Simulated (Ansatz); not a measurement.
# Cl₂GaH₄N (built from SMILES N.[Cl][GaH][Cl]): search for a transition state

Is there a first-order saddle for this four-centre ligand exchange, which should form Ga1–N6, H2–H5 and break Ga1–H2, H5–N6, and which two structures does it connect?

The runs use Ansatz 0.2.0, Gaussian basis; PBE0-D4, def2-SVP first, then def2-TZVP.

152 further runs of the same task are left out: 152 set aside as unsound or not needed.

### Step 1. The starting structure

The guess: 8 atoms, charge 0, spin multiplicity 1.

Atoms are counted from 1 here; the program's logs count them from 0.

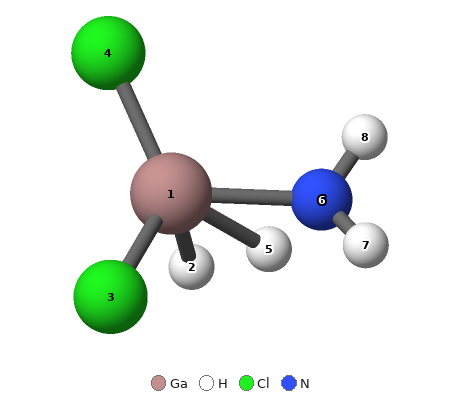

Start geometry, drawn with gallium pink, hydrogen white, chlorine green, nitrogen blue; atoms are numbered from 1 in the order of the file.

Coordinates:

```xyz
8

Ga   -0.1355   -0.9132   -0.0843
H    -1.6967    0.2206    0.1537
Cl   -0.2238   -1.6669   -2.0087
Cl    0.0590   -2.0433    1.6372
H    -0.8227    0.8992    0.1570
N     0.6353    0.8996    0.0442
H     1.0292    1.3862   -0.7576
H     1.1553    1.2179    0.8585
```

Distances that are to change: Ga1–N6 1.97 Å, H2–H5 1.11 Å, Ga1–H2 1.94 Å, H5–N6 1.46 Å.

### Step 2. Constrained relaxation of the guess

Contents of hold/in.yaml:

```yaml
crystal:
  periodic: [false, false, false]
  atoms:
    - {symbol: Ga, position_ang: [-0.135500, -0.913200, -0.084300]}
    - {symbol: H, position_ang: [-1.696700, 0.220600, 0.153700]}
    - {symbol: Cl, position_ang: [-0.223800, -1.666900, -2.008700]}
    - {symbol: Cl, position_ang: [0.059000, -2.043300, 1.637200]}
    - {symbol: H, position_ang: [-0.822700, 0.899200, 0.157000]}
    - {symbol: N, position_ang: [0.635300, 0.899600, 0.044200]}
    - {symbol: H, position_ang: [1.029200, 1.386200, -0.757600]}
    - {symbol: H, position_ang: [1.155300, 1.217900, 0.858500]}
basis:
  gaussian: {orbitals: def2-SVP}
hamiltonian: {xc: pbe0, dispersion: d4}
relax: {f_tol: 0.04, max_steps: 150, escape_saddle: false, constraints: [{distance: [0, 5]}, {distance: [1, 4]}, {distance: [0, 1]}, {distance: [4, 5]}]}
```

Launch:

```bash
$ ansatz run in.yaml --threads 4 --pin off --events-out ev --progress --plain --max-ram 9574MiB
```

Standard output, cut to the lines that bear on the results:

```text
Functional definition: PBE0
  name "PBE0"
  cite "Adamo & Barone, J. Chem. Phys. 110, 6158 (1999) doi:10.1063/1.478522"
  cite "Perdew, Burke & Ernzerhof, Phys. Rev. Lett. 77, 3865 (1996) doi:10.1103/PhysRevLett.77.3865"
  parent pbe
[...]
1049 factors; integrals over basis functions are off by at most 4.6e-4 eV
[...]
mean field -78947.88019676 eV, -2901.2810844358 hartree, gradient 6.9e-5 eV, S^2 0.000000; 0 other end points of the search recorded, 0 dependent functions left out
[...]
reference -78947.88022415 eV, -2901.2810854422 hartree; 38, 38 occupied and 64, 64 virtual orbitals, 1049 factors
relax step   1: F+E_penalty+E_count = -78948.06741727 eV  Δ(F+E_penalty+E_count) = +0.000e0 eV  max|allowed force component| = 1.283e0 eV/Å  Δτ_max = 0.0000 Å  (25 SCF iters, accepted)
[...]
relax step   3: F+E_penalty+E_count = -78948.19109798 eV  Δ(F+E_penalty+E_count) = -4.814e-3 eV  max|allowed force component| = 5.957e-2 eV/Å  Δτ_max = 0.0246 Å  (29 SCF iters, accepted)
[...]
relax step   4: F+E_penalty+E_count = -78948.19193516 eV  Δ(F+E_penalty+E_count) = -8.372e-4 eV  max|allowed force component| = 5.325e-3 eV/Å  Δτ_max = 0.0091 Å  (24 SCF iters, accepted)
  distance Ga 0 - N 5 held at 1.974054 Å   reaction = +4.7944e-1 eV/Å
  distance H 1 - H 4 held at 1.106519 Å   reaction = +7.5728e-1 eV/Å
  distance Ga 0 - H 1 held at 1.944092 Å   reaction = +5.2992e-1 eV/Å
  distance H 4 - N 5 held at 1.462357 Å   reaction = +8.7848e-1 eV/Å
1049 factors; integrals over basis functions are off by at most 4.5e-4 eV
mean field -78948.00910921 eV, -2901.2858218808 hartree, gradient 1.7e-5 eV, S^2 0.000000; 1 other end points of the search recorded, 0 dependent functions left out
[...]
reference -78948.00913668 eV, -2901.2858228904 hartree; 38, 38 occupied and 64, 64 virtual orbitals, 1049 factors
Total energy: -78948.19196263 eV, -2901.2925416203 hartree
Atom 0 at    -0.156930    -0.867333    -0.077678 Å, force    -0.241374     0.742783     0.095090 eV/Å
Atom 1 at    -1.724722     0.257337     0.160308 Å, force     1.034078     0.145310    -0.065487 eV/Å
Atom 2 at    -0.194089    -1.706043    -2.048477 Å, force     0.000153    -0.003100     0.001164 eV/Å
Atom 3 at     0.093340    -2.090231     1.663147 Å, force     0.000070    -0.003549    -0.000960 eV/Å
Atom 4 at    -0.837155     0.918102     0.159868 Å, force     0.265229    -0.434503    -0.064970 eV/Å
Atom 5 at     0.620828     0.942583     0.049536 Å, force    -1.067921    -0.457567     0.035216 eV/Å
Atom 6 at     1.035091     1.358776    -0.783310 Å, force     0.005207     0.005325     0.001233 eV/Å
Atom 7 at     1.163736     1.186910     0.876606 Å, force     0.004558     0.005300    -0.001286 eV/Å
Dipole moment:     0.305680     0.689608     0.047723 e Å
```

Wall time 22 s (4 threads of AMD EPYC, shared host).

Relaxation path:

```tsv
step	energy from step 1 (eV)	largest force component (eV/Å)
1	0.0000	1.2834
2	-0.1189	0.1311
3	-0.1237	0.0596
4	-0.1245	0.0053
```

Close pairs (by a distance rule), those that changed most:

```tsv
bond	before (Å)	after (Å)	change (Å)
Ga1–Cl4	2.068	2.142	+0.074
Ga1–Cl3	2.069	2.142	+0.074
Ga1–H5	1.953	1.925	-0.028
N6–H8	1.017	1.019	+0.002
N6–H7	1.017	1.019	+0.002
Ga1–H2	1.944	1.944	+0.000
Ga1–N6	1.974	1.974	+0.000
```

### Step 3. A starting Hessian

Contents of hessian/in.yaml:

```yaml
crystal:
  periodic: [false, false, false]
  atoms:
    - {symbol: Ga, position_ang: [-0.156930, -0.867333, -0.077678]}
    - {symbol: H, position_ang: [-1.724722, 0.257337, 0.160308]}
    - {symbol: Cl, position_ang: [-0.194089, -1.706043, -2.048477]}
    - {symbol: Cl, position_ang: [0.093340, -2.090231, 1.663147]}
    - {symbol: H, position_ang: [-0.837155, 0.918102, 0.159868]}
    - {symbol: N, position_ang: [0.620828, 0.942583, 0.049536]}
    - {symbol: H, position_ang: [1.035091, 1.358776, -0.783310]}
    - {symbol: H, position_ang: [1.163736, 1.186910, 0.876606]}
basis:
  gaussian: {orbitals: def2-SVP}
hamiltonian: {xc: pbe0, dispersion: d4}
phonons: {}
scf: {lower_state_search: off}
```

Launch:

```bash
$ ansatz run in.yaml --threads 4 --pin off --events-out ev --progress --plain --max-ram 9574MiB
```

Standard output, cut to the lines that bear on the results:

```text
[... 5 set-up lines as earlier in the session ...]
[...]
1048 factors; integrals over basis functions are off by at most 4.3e-4 eV
[...]
mean field -78948.00910784 eV, -2901.2858218307 hartree, gradient 3.3e-6 eV, S^2 0.000000; 0 other end points of the search recorded, 0 dependent functions left out
[...]
reference -78948.00913534 eV, -2901.2858228413 hartree; 38, 38 occupied and 64, 64 virtual orbitals, 1048 factors
[... from here to the last solve, the lines of the solves are left out (47 solves) ...]
1048 factors; integrals over basis functions are off by at most 4.3e-4 eV
mean field -78948.00900344 eV, -2901.2858179939 hartree, gradient 1.4e-6 eV, S^2 0.000000; 0 other end points of the search recorded, 0 dependent functions left out
[...]
WARN: phonons: modes at or below zero, which the zero-point energy, F, S and C_V leave out: 1, the lowest at -1585.56 cm⁻¹. A minimum has none, and a first-order saddle one
[...]
Atom 0 at    -0.156930    -0.867333    -0.077678 Å, force    -0.241707     0.742539     0.095062 eV/Å
Atom 1 at    -1.724722     0.257337     0.160308 Å, force     1.034339     0.145303    -0.065506 eV/Å
Atom 2 at    -0.194089    -1.706043    -2.048477 Å, force     0.000246    -0.003112     0.001218 eV/Å
Atom 3 at     0.093340    -2.090231     1.663147 Å, force     0.000158    -0.003561    -0.001007 eV/Å
Atom 4 at    -0.837155     0.918102     0.159868 Å, force     0.265294    -0.434269    -0.064955 eV/Å
Atom 5 at     0.620828     0.942583     0.049536 Å, force    -1.068032    -0.457536     0.035249 eV/Å
Atom 6 at     1.035091     1.358776    -0.783310 Å, force     0.005180     0.005332     0.001247 eV/Å
Atom 7 at     1.163736     1.186910     0.876606 Å, force     0.004521     0.005305    -0.001308 eV/Å
Dipole moment:     0.305680     0.689609     0.047724 e Å
Vibrations: -1585.56 119.80 147.73 193.42 318.97 389.80 458.56 539.04 588.46 664.61 767.99 807.37 1418.92 1463.02 1493.09 1680.39 3543.83 3661.99 cm⁻¹, zero-point energy 1.131789 eV
Checks for a lower state left out: stability, starts, cluster_reference, orbital_swaps, neighbouring_geometries, increment
```

Wall time 2.5 min (4 threads of AMD EPYC, shared host).

The structure is not stationary yet, so these wavenumbers are no spectrum; the search needs only the force constants.

### Step 4. Saddle search in the small basis

The search itself is an outer loop (partitioned rational-function steps, Bofill update of the Hessian). Each step is one single-point run with forces. It stops when the largest force is under 0.04 eV/Å and the followed curvature is negative. The first step's input:

Contents of presaddle/in.yaml:

```yaml
crystal:
  periodic: [false, false, false]
  atoms:
    - {symbol: Ga, position_ang: [-0.156930, -0.867333, -0.077678]}
    - {symbol: H, position_ang: [-1.724722, 0.257337, 0.160308]}
    - {symbol: Cl, position_ang: [-0.194089, -1.706043, -2.048477]}
    - {symbol: Cl, position_ang: [0.093340, -2.090231, 1.663147]}
    - {symbol: H, position_ang: [-0.837155, 0.918102, 0.159868]}
    - {symbol: N, position_ang: [0.620828, 0.942583, 0.049536]}
    - {symbol: H, position_ang: [1.035091, 1.358776, -0.783310]}
    - {symbol: H, position_ang: [1.163736, 1.186910, 0.876606]}
basis:
  gaussian: {orbitals: def2-SVP}
hamiltonian: {xc: pbe0, dispersion: d4}
output: {forces: true}
scf: {lower_state_search: off}
```

Launch:

```bash
$ ansatz run in.yaml --threads 4 --pin off --events-out ev --progress --plain --max-ram 9574MiB
```

Step by step:

```tsv
step	energy (eV)	largest force (eV/Å)	followed curvature (eV/Å²)
1	-78948.19192	1.0680	-13.73
2	-78948.27803	0.3185	-12.96
3	-78948.28175	0.0556	-13.22
4	-78948.28197	0.0038	-13.54
```

The 4 steps took 12 s in all (4 threads of AMD EPYC, shared host).

### Step 5. Saddle search in triple zeta

The search itself is an outer loop (partitioned rational-function steps, Bofill update of the Hessian). Each step is one single-point run with forces. It stops when the largest force is under 0.01 eV/Å and the followed curvature is negative. The first step's input:

Contents of saddle/in.yaml:

```yaml
crystal:
  periodic: [false, false, false]
  atoms:
    - {symbol: Ga, position_ang: [-0.140716, -0.833984, -0.075452]}
    - {symbol: H, position_ang: [-1.624330, 0.247303, 0.151415]}
    - {symbol: Cl, position_ang: [-0.221218, -1.688539, -2.039683]}
    - {symbol: Cl, position_ang: [0.065521, -2.071849, 1.662394]}
    - {symbol: H, position_ang: [-0.856308, 0.860405, 0.155413]}
    - {symbol: N, position_ang: [0.596724, 0.946608, 0.051794]}
    - {symbol: H, position_ang: [1.026328, 1.355472, -0.777671]}
    - {symbol: H, position_ang: [1.154099, 1.184684, 0.871789]}
basis:
  gaussian: {orbitals: def2-TZVP}
hamiltonian: {xc: pbe0, dispersion: d4}
output: {forces: true}
scf: {lower_state_search: off}
```

Launch:

```bash
$ ansatz run in.yaml --threads 4 --pin off --events-out ev --progress --plain --max-ram 9574MiB
```

The driver's record:

```tsv
step	energy (eV)	largest force (eV/Å)	followed curvature (eV/Å²)
1	-78965.41704	0.2964	-13.54
2	-78965.41995	0.0470	-11.76
3	-78965.41989	0.0039	-11.24
```

The 3 steps took 18 s in all (4 threads of AMD EPYC, shared host).

Geometry at the end of the search:

```tsv
atom	x (Å)	y (Å)	z (Å)
Ga1	-0.1434	-0.8398	-0.0758
H2	-1.6141	0.2520	0.1511
Cl3	-0.2214	-1.6862	-2.0341
Cl4	0.0645	-2.0685	1.6575
H5	-0.8353	0.8586	0.1536
N6	0.5933	0.9464	0.0520
H7	1.0146	1.3539	-0.7737
H8	1.1418	1.1837	0.8694
```

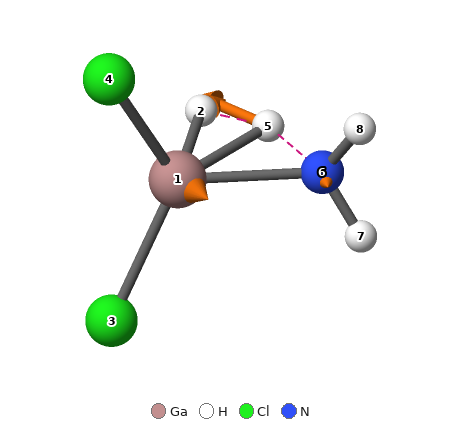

The point found; broken lines mark the pairs that react, arrows the followed mode.

[end of part 1 of 2]
